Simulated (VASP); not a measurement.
Band structure of Ge (diamond). Method: PBE GGA, VASP's PBE PAW potentials (set 64) (plane waves; VASP).

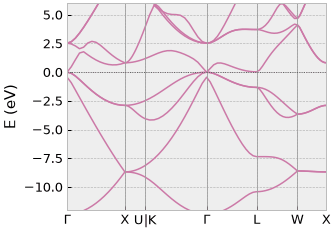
Figure. Bands along high-symmetry lines, zero at the valence-band maximum or, without a gap, the Fermi level

Q: Read the plot: is there a gap, and where are the band edges?

A: It has no gap at this level: it comes out as a metal or semimetal. (Edges off the drawn lines would not show.)

Measured: gap 0.79 eV (computed value off by -0.79 eV), as given by Anna Miglio et al., npj Computational Materials (2020), arXiv:2011.12765 [measured zero-point renormalisation of 52 meV added back].

The compound is Ge in the diamond structure. It was relaxed first, which changed the volume by +5 %.
